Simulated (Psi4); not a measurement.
**[SiPH4]− (SMILES [SiH2-]P) at wB97M-V/def2-SVPD**

What is the energy change on altering one bond length of [SiPH4]− at wB97M-V/def2-SVPD? 

Program for the calculation: Psi4 1.11.

6 further runs of the same task are left out: 5 that didn't finish, 1 set aside as unsound or not needed.

## 1. The system as given

[SiPH4]− has 6 atoms, charge -1, and is taken as a singlet. SMILES: `[SiH2-]P`. The coordinates come from a GFN2-xTB relaxation. This is one conformer, not always the lowest.

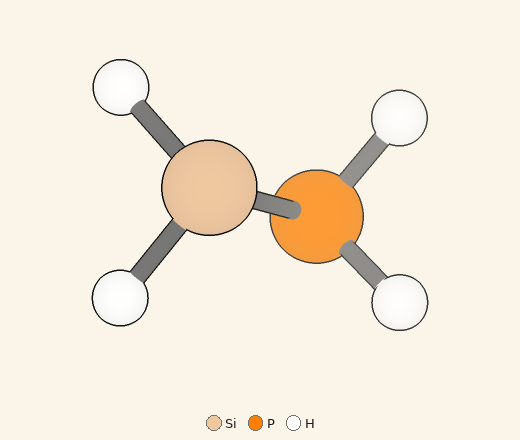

Viewed from a chosen angle; silicon light orange, phosphorus orange, hydrogen white.

## 2. A single-point energy at wB97M-V/def2-SVPD

job.json

```json
{
  "schema_name": "qcschema_input",
  "schema_version": 1,
  "molecule": {
    "schema_name": "qcschema_molecule",
    "schema_version": 2,
    "symbols": ["Si", "P", "H", "H", "H", "H"],
    "geometry": [0.67586055, -1.92723719, -0.25061548, -0.67128741, 2.02461478, 0.25057768, -0.73149409, -3.02467674, 1.95938143, -1.21335535, -2.66094225, -2.24095062, 0.76987442, 2.95825286, -1.70041336, 1.17040188, 2.62998854, 1.98202035],
    "molecular_charge": -1,
    "molecular_multiplicity": 1,
    "fix_symmetry": "c1"
  },
  "driver": "energy",
  "model": {
    "method": "wb97m-v",
    "basis": "def2-SVPD"
  },
  "keywords": {
    "puream": true,
    "e_convergence": 1e-09,
    "d_convergence": 1e-08,
    "scf_type": "pk",
    "dft_radial_points": 99,
    "dft_spherical_points": 590
  }
}
```

Started as:

```console
$ psi4 --qcschema job.json -n 1 --memory 1600MB
```

stdout:

```text
[...]
  Running in c1 symmetry.
[...]
  Nuclear repulsion =   83.574544059838061
[...]
  Multiplicity = 1
[...]
  Nalpha       = 17
  Nbeta        = 17
[...]
    Number of basis functions: 80
[...]
   @RKS iter   1:  -632.90444825950124   -3.84803e-01   3.73152e-03 ADIIS/DIIS
[...]
   @RKS iter  12:  -632.98600710648827   -4.54747e-12   2.76716e-09 DIIS
[...]
    Orbital Energies [Eh]
    ---------------------
    Doubly Occupied:
       1A    -77.149556     2A    -66.148560     3A     -6.516790
       4A     -5.195589     5A     -4.634794     6A     -4.632846
       7A     -4.630035     8A     -3.514472     9A     -3.513261
      10A     -3.510292    11A     -0.572456    12A     -0.393327
      13A     -0.304700    14A     -0.212762    15A     -0.203507
      16A     -0.173936    17A     -0.057142
[...]
  @RKS Final Energy:  -632.98600710648827
   => Energetics <=
    Nuclear Repulsion Energy =             83.5745440598380611
    One-Electron Energy =               -1048.7287434550855778
    Two-Electron Energy =                 366.7250461054147763
    DFT Exchange-Correlation Energy =     -34.6954099482216023
    Empirical Dispersion Energy =           0.0000000000000000
    VV10 Nonlocal Energy =                  0.1385561315660430
    Total Energy =                       -632.9860071064882732
[...]
 Multipole Moments:
 ------------------------------------------------------------------------------------
     Multipole            Electronic (a.u.)      Nuclear  (a.u.)        Total (a.u.)
 ------------------------------------------------------------------------------------
 L = 1.  Multiply by 2.5417464519 to convert [e a0] to [Debye]
 Dipole X            :         -0.6429152            0.3776105           -0.2653047
 Dipole Y            :          2.4098095           -1.2645816            1.1452279
 Dipole Z            :          0.2746015           -0.1428416            0.1317598
 Magnitude           :                                                    1.1829176
[...]
```

The result, in JSON:

```text
{
 "driver": "energy",
 "model": {
  "method": "wb97m-v",
  "basis": "def2-SVPD"
 },
 "success": true,
 "return_result": -632.9860071064883,
 "properties": {
  "calcinfo_nbasis": 80,
  "calcinfo_nmo": 80,
  "calcinfo_nalpha": 17,
  "calcinfo_nbeta": 17,
  "calcinfo_natom": 6,
  "nuclear_repulsion_energy": 83.57454405983806,
  "return_energy": -632.9860071064883,
  "scf_one_electron_energy": -1048.7287434550856,
  "scf_two_electron_energy": 366.7250461054148,
  "scf_vv10_energy": 0.138556131566043,
  "scf_xc_energy": -34.6954099482216,
  "scf_dipole_moment": [-0.26530466095635186, 1.1452278941702434, 0.13175984498611382],
  "scf_total_energy": -632.9860071064883,
  "scf_iterations": 12
 }
}
```

It took 56 s on 1 thread of AMD EPYC 9R45 (Zen 5), shared host; peak memory 0.96 GiB.

## 3. The distorted shape at the same level

calc.in

```
memory 1.6 GB

molecule {
  -1 1
  Si
  P 1 r2
  H 1 r3 2 a3
  H 1 r4 3 a4 2 d4
  H 2 r5 1 a5 4 d5
  H 2 r6 5 a6 1 d6

  r2 = 2.22526
  r3 = 1.50319
  a3 = 96.40894
  r4 = 1.50317
  a4 = 96.65156
  d4 = -97.34055
  r5 = 1.375351
  a5 = 94.04167
  d5 = -85.81217
  r6 = 1.7881
  a6 = 91.34573
  d6 = 94.19421
  symmetry c1
  no_reorient
  no_com
}

set {
  basis                def2-SVPD
  reference            rks
  puream               true
  e_convergence        1e-09
  d_convergence        1e-08
  scf_type             pk
  dft_radial_points    99
  dft_spherical_points 590
}

E = energy('wb97m-v')
```

Started as:

```console
$ psi4 -n 1 calc.in calc.out
```

calc.out:

```text
[...]
  Running in c1 symmetry.
[...]
  Nuclear repulsion =   81.947888363931881
[...]
  Multiplicity = 1
[...]
  Nalpha       = 17
  Nbeta        = 17
[...]
    Number of basis functions: 80
[...]
   @RKS iter   1:  -632.86603462950939   -5.14166e-01   3.87493e-03 DIIS/ADIIS
[...]
   @RKS iter  13:  -632.96014351598342   -4.54747e-12   3.53248e-09 DIIS
[...]
    Orbital Energies [Eh]
    ---------------------
    Doubly Occupied:
       1A    -77.176607     2A    -66.151488     3A     -6.538755
       4A     -5.198742     5A     -4.657493     6A     -4.654918
       7A     -4.651596     8A     -3.517589     9A     -3.516371
      10A     -3.513430    11A     -0.557406    12A     -0.392747
      13A     -0.278063    14A     -0.214072    15A     -0.200160
      16A     -0.177912    17A     -0.060248
[...]
  @RKS Final Energy:  -632.96014351598342
   => Energetics <=
    Nuclear Repulsion Energy =             81.9478883639318809
    One-Electron Energy =               -1045.2749019304924332
    Two-Electron Energy =                 364.8574301881448037
    DFT Exchange-Correlation Energy =     -34.6290670732951043
    Empirical Dispersion Energy =           0.0000000000000000
    VV10 Nonlocal Energy =                  0.1385069357274813
    Total Energy =                       -632.9601435159834182
[...]
 Multipole Moments:
 ------------------------------------------------------------------------------------
     Multipole            Electronic (a.u.)      Nuclear  (a.u.)        Total (a.u.)
 ------------------------------------------------------------------------------------
 L = 1.  Multiply by 2.5417464519 to convert [e a0] to [Debye]
 Dipole X            :          0.5340315           -0.3342847            0.1997468
 Dipole Y            :         -0.1966345            0.0740942           -0.1225403
 Dipole Z            :          2.3706791           -1.3001783            1.0705007
 Magnitude           :                                                    1.0958497
[...]
```

It took 59 s on 1 thread of AMD EPYC 9R45 (Zen 5), shared host; peak memory 0.94 GiB.

## 4. Outcome

Level: wB97M-V/def2-SVPD.

```
                                                              quantity          value
                                             first shape: total energy  -632.98601 Eh
                                              first shape: HOMO energy       -1.55 eV
                                              first shape: LUMO energy        5.91 eV
    first shape: HOMO–LUMO gap (to an unbound level, set by the basis)        7.47 eV
                                         distorted shape: total energy  -632.96014 Eh
                                          distorted shape: HOMO energy       -1.64 eV
                                          distorted shape: LUMO energy        5.49 eV
distorted shape: HOMO–LUMO gap (to an unbound level, set by the basis)        7.13 eV
     energy change with the P2–H6 bond stretched from 1.375 to 1.788 Å       0.704 eV
```

With the P2–H6 bond stretched from 1.375 to 1.788 Å the energy rises by 0.70 eV (16.2 kcal/mol). The first shape isn't relaxed at this level, so the change isn't measured from a minimum.
